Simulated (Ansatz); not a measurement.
Fields on a plane of Ti3Al (D019 type, space group P6_3/mmc)

```yaml
crystal:
  lattice:
    - [5.74712, 0.00000, 0.00000]
    - [-2.87356, 4.97715, 0.00000]
    - [0.00000, 0.00000, 4.63151]
  atoms:
    - { symbol: Ti, position: [0.82982, 0.65965, 0.25000] }
    - { symbol: Ti, position: [0.17018, 0.82982, 0.75000] }
    - { symbol: Ti, position: [0.34035, 0.17018, 0.25000] }
    - { symbol: Ti, position: [0.17018, 0.34035, 0.75000] }
    - { symbol: Ti, position: [0.82982, 0.17018, 0.25000] }
    - { symbol: Ti, position: [0.65965, 0.82982, 0.75000] }
    - { symbol: Al, position: [0.33333, 0.66667, 0.25000] }
    - { symbol: Al, position: [0.66667, 0.33333, 0.75000] }
```

The slice is a (-1 2 -1 0) plane (indices of the conventional cell) through the point (0.170, 0.340, 0.750) (fractional), spanned by u = [001] and v = [210] in vectors of this cell: u (4.63 Å) and v (9.95 Å, at 90° to u). It covers one period; positions are fractions (u, v).

Atoms on it: Ti at (0.50, 0.33), 0.1 Å off the plane; Ti at (0.00, 0.50), 0.1 Å off the plane; Ti at (0.00, 0.00); Ti at (0.50, 0.83). Other atoms lie within 1 Å of the plane.

These are r2SCAN (plane waves to 500 eV, PAW, scalar-relativistic; Ansatz, a program for electronic structure) values and carry that method's errors. k mesh 10×10×10. These are valence fields of a PAW run, semicore shells included where kept as valence: close to a nucleus they are smooth pseudo fields. Ti3Al is run without spin polarisation. Ti3Al was relaxed with its symmetry unable to fall.

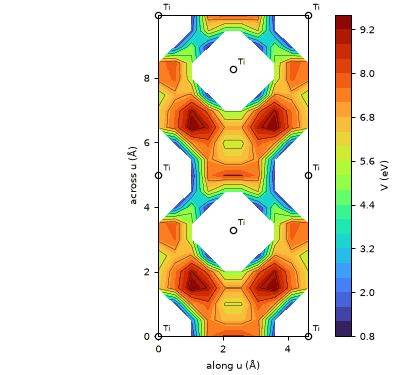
*Electrostatic potential energy of an electron, from the cell's mean, in eV, one period of the plane, atoms marked. Points within 1 Å of a nucleus are left white, as the pseudised field means little there. Values under 1 eV are set to 1. The zero, the cell's mean, hangs on the PAW cores.*

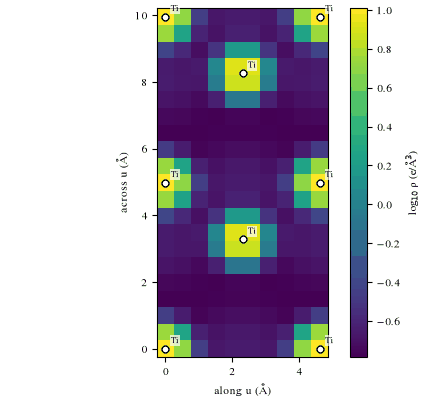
Fig. 1. Log₁₀ of the valence density in e/Å³, one period of the plane, atoms marked. The scale is logarithmic, as a density can span decades between atoms and voids.
